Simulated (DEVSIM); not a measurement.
Device: abrupt InP p-n junction, at 300 K.

```csv
layer (left to right),material,thickness (μm),Nd (cm⁻³),Na (cm⁻³),τn (s),τp (s)
1,InP,0.180,-,2.7e15,2.2e-9,2.2e-9
2,InP,31.0,4e16,-,2.2e-9,2.2e-10
```

Left contact: ohmic. Right contact: ohmic. Voltage is applied to the left contact. Recombination: SRH at mid-gap, radiative. Mobility is μmin + (μ − μmin)/(1 + (N/Nref)^α).

The device is made up for the run: typed textbook-type constants, with dimensions and the other settings drawn at random. Values at 300 K.

| parameter | InP |
|---|---|
| gap (eV) | 1.344 |
| affinity (eV) | 4.38 |
| permittivity | 12.5 |
| Nc (cm⁻³) | 5.7e17 |
| Nv (cm⁻³) | 1.1e19 |
| μn (cm²/Vs) | 5200 |
| μp (cm²/Vs) | 170 |
| μn,min | 400 |
| μp,min | 10 |
| Nref,n | 3e17 |
| Nref,p | 4.9e17 |
| αn | 0.47 |
| αp | 0.62 |
| B (cm³/s) | 1.2e-10 |

DEVSIM, 1D drift-diffusion, Boltzmann statistics, complete ionisation; no tunnelling, impact ionisation, image-force lowering or self-heating.

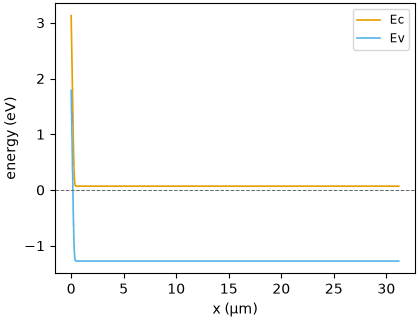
*Band edges at -2.0 V on the left contact*

Energies count from the Fermi level of the right contact; mesh points crowd at the junctions.

| x (μm) | Ec (eV) | Ev (eV) | n (cm⁻³) | p (cm⁻³) | field (V/cm) |
|---|---|---|---|---|---|
| 0.000 | 3.129 | 1.785 | < 1e2 | 2.7e15 | -110000 |
| 0.02343 | 2.882 | 1.538 | < 1e2 | 1.9e11 | -110000 |
| 0.06057 | 2.486 | 1.142 | < 1e2 | 47000 | -110000 |
| 0.1160 | 1.885 | 0.541 | < 1e2 | 3000 | -110000 |
| 0.1655 | 1.338 | -0.006 | < 1e2 | 2200 | -110000 |
| 0.1854 | 1.116 | -0.228 | 110 | 2100 | -110000 |
| 0.2149 | 0.821 | -0.523 | 9400 | 1300 | -92000 |
| 0.3127 | 0.201 | -1.143 | 2.4e14 | < 1e2 | -35000 |
| 0.4824 | 0.069 | -1.275 | 4.0e16 | < 1e2 | -51 |
| 0.8086 | 0.069 | -1.275 | 4.0e16 | < 1e2 | ≈ 0 |
| 1.515 | 0.069 | -1.275 | 4.0e16 | < 1e2 | ≈ 0 |
| 3.771 | 0.069 | -1.275 | 4.0e16 | < 1e2 | ≈ 0 |
| 7.685 | 0.069 | -1.275 | 4.0e16 | < 1e2 | ≈ 0 |
| 15.21 | 0.069 | -1.275 | 4.0e16 | < 1e2 | ≈ 0 |
| 25.12 | 0.069 | -1.275 | 4.0e16 | < 1e2 | ≈ 0 |
| 28.29 | 0.069 | -1.275 | 4.0e16 | < 1e2 | ≈ 0 |
| 29.74 | 0.069 | -1.275 | 4.0e16 | < 1e2 | ≈ 0 |
| 30.50 | 0.069 | -1.275 | 4.0e16 | < 1e2 | ≈ 0 |
| 30.94 | 0.069 | -1.275 | 4.0e16 | < 1e2 | ≈ 0 |
| 31.08 | 0.069 | -1.275 | 4.0e16 | < 1e2 | ≈ 0 |
| 31.14 | 0.069 | -1.275 | 4.0e16 | < 1e2 | ≈ 0 |
| 31.18 | 0.069 | -1.275 | 4.0e16 | < 1e2 | ≈ 0 |
